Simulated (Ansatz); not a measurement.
**CH₄ClFOSi: two torsions**

Aim: map the energy of CH4ClFOSi, SMILES FC(Cl)O[SiH3] over two coordinates, and find its wells, ridges and stiffness.

The runs use Ansatz 0.2.0; RKS PBE-D4/def2-SVP.

## (1) Starting geometry

SMILES `FC(Cl)O[SiH3]`, 9 atoms, charge 0, spin multiplicity 1.

Atoms are counted from 1 here; the program's logs count them from 0.

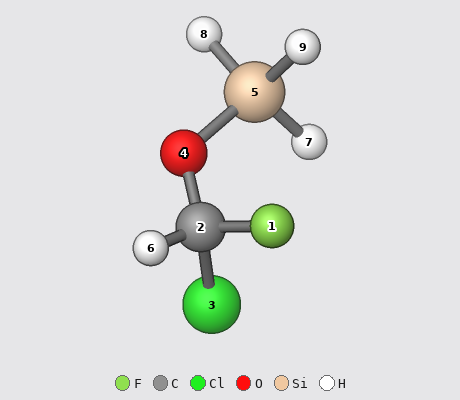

The starting geometry (colours as in the key); atoms are numbered from 1 in the order of the file.

Coordinates:

```xyz
9
CH4ClFOSi
F     1.58029    0.98074    0.02736
C     1.15713   -0.13450    0.70380
Cl    1.83041   -1.58855   -0.18737
O    -0.18810   -0.17109    0.79141
Si   -1.24569    0.18882   -0.51773
H     1.61699   -0.15059    1.71284
H    -0.71681   -0.40229   -1.78896
H    -2.53862   -0.44226   -0.11111
H    -1.40710    1.67342   -0.64744
```

This geometry comes from a loose relaxation at PBE in a small basis, which is not shown.

## (3) The grid

The axes are (1) dihedral F1–C2–O4–Si5: 10 values from −180 to 144 °, periodic; (2) dihedral C2–O4–Si5–H7: 9 values from −52.0 to 128.0 °.

Nothing else is relaxed (all other coordinates rigid). Energies count from the relaxed molecule at the same level. Points are written as (first, second).

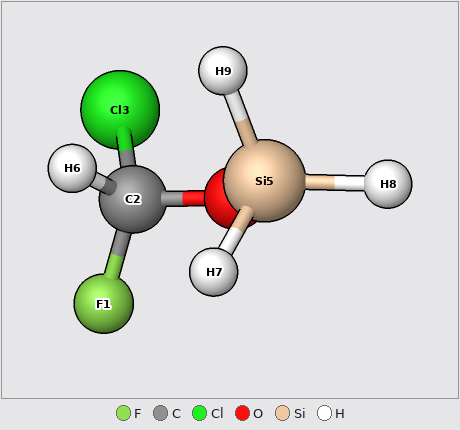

The geometry at (−108°, 60.5°).

(The set-up runs are not shown.)

## (4) Point (−108°, 60.5°)

input.yaml

```yaml
crystal:
  periodic: [false, false, false]
  atoms:
    - { symbol: F, position_ang: [1.597038, 0.969539, 0.015235] }
    - { symbol: C, position_ang: [1.159259, -0.133351, 0.702724] }
    - { symbol: Cl, position_ang: [1.807936, -1.607302, -0.175533] }
    - { symbol: O, position_ang: [-0.185976, -0.149263, 0.794916] }
    - { symbol: Si, position_ang: [-1.057282, 0.156932, 2.247422] }
    - { symbol: H, position_ang: [1.62309, -0.146082, 1.709947] }
    - { symbol: H, position_ang: [-0.755793, 1.534963, 2.752255] }
    - { symbol: H, position_ang: [-2.489842, 0.017097, 1.843058] }
    - { symbol: H, position_ang: [-0.700924, -0.875514, 3.274463] }
basis:
  gaussian: { orbitals: def2-SVP }
hamiltonian:
  xc: pbe
  dispersion: d4
output:
  forces: true
```

On the command line:

```bash
ansatz run input.yaml --threads 1 --pin off --max-ram 2560MiB --backend cpu --events-out ev --progress --plain --runs-dir out
```

Further runs follow: the other points that were computed.

What does the calculation give? Wanted: lowest point; highest computed point; largest force on an atom; dipole moment.

As calculated:

| quantity | value |
| --- | --- |
| lowest point | (72°, 83.0°), −0.9 kJ/mol |
| highest computed point | (108°, 128.0°), 37.1 kJ/mol above the lowest |
| largest force on an atom (eV/Å) | 0.06 at (36°, 38.0°) to 1.09 at (108°, 128.0°); 0.24 at the lowest point |
| dipole moment (D) | 1.03 at (72°, 15.5°) to 3.11 at (−108°, −29.5°); 1.11 at the lowest point |
| time for the whole task | 9.6 min on 1 thread, shared host |

In words: The lowest computed point is at (72°, 83.0°), −0.9 kJ/mol from the relaxed molecule at the same level. Higher local minima lie near (36°, 38.0°) (1.5 kJ/mol above the lowest at that grid point); (−180°, 38.0°) (10.1 kJ/mol above the lowest at that grid point). The highest computed point, (108°, 128.0°), lies 37.1 kJ/mol above the lowest. On the interpolated surface the easiest way out of the lowest well to the well at (36°, 38.0°) passes a barrier of about 2.4 kJ/mol. Round the minimum the valley is somewhat tilted: raising dihedral F1–C2–O4–Si5 shifts the best value of dihedral C2–O4–Si5–H7 downwards (coupling k₁₂/√(k₁₁k₂₂) about 0.6). Between some neighbouring points the energy changes steeply, from close contacts of the rigid frames or a change of state; the map doesn't tell which.
